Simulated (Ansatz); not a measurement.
Consider C$_{2}$H$_{5}$ClSn.

```yaml
atoms:
  - { symbol: C, position_ang: [-0.1138, 1.5943, -0.5490] }
  - { symbol: C, position_ang: [0.4320, 0.3894, -0.6584] }
  - { symbol: Sn, position_ang: [0.0367, -1.1360, 0.7492] }
  - { symbol: Cl, position_ang: [-1.0264, -2.8768, -0.3993] }
  - { symbol: H, position_ang: [0.0888, 2.3819, -1.2708] }
  - { symbol: H, position_ang: [-0.7908, 1.8570, 0.2597] }
  - { symbol: H, position_ang: [1.0976, 0.1734, -1.4899] }
  - { symbol: H, position_ang: [1.4313, -1.8488, 1.4182] }
  - { symbol: H, position_ang: [-1.0670, -0.5807, 1.9232] }
```

Geometry: PBE0-D4/def2-TZVP; core potentials replace the inner electrons of Sn.

Level of theory: RKS PBE0-D4/def2-TZVPP in Ansatz 0.2.0.

Question: What can the converged electron density and electron localisation function tell about the bonding?

Answer: C–C (1.33 Å): ρ is about 2.4 e/Å³ halfway; the ELF peaks at about 0.90 between the atoms: a short, multiple covalent bond.
C–Sn (2.11 Å): ρ at the midpoint is about 0.76 e/Å³; the ELF peaks at about 0.90 in the valence shell of C, 0.7 Å from its nucleus, and drops to about 0.20 between the two atoms.
C–H (1.09 Å): the density is about 2 e/Å³ at the midpoint; the ELF climbs to about 1 towards the hydrogen, as it does in any bond to H: an ordinary covalent bond to hydrogen.
Sn–H (1.70 Å): ρ is about 1.2 e/Å³ halfway; the ELF climbs to about 1 towards the hydrogen.

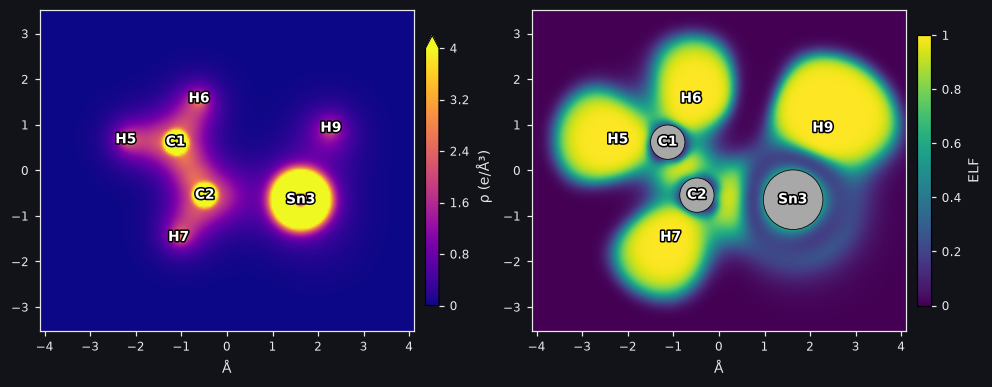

Computed electron density and electron localisation function on the plane of atoms C2, C1 and H6, in this order. Grey discs cover the atomic cores in the ELF map. 
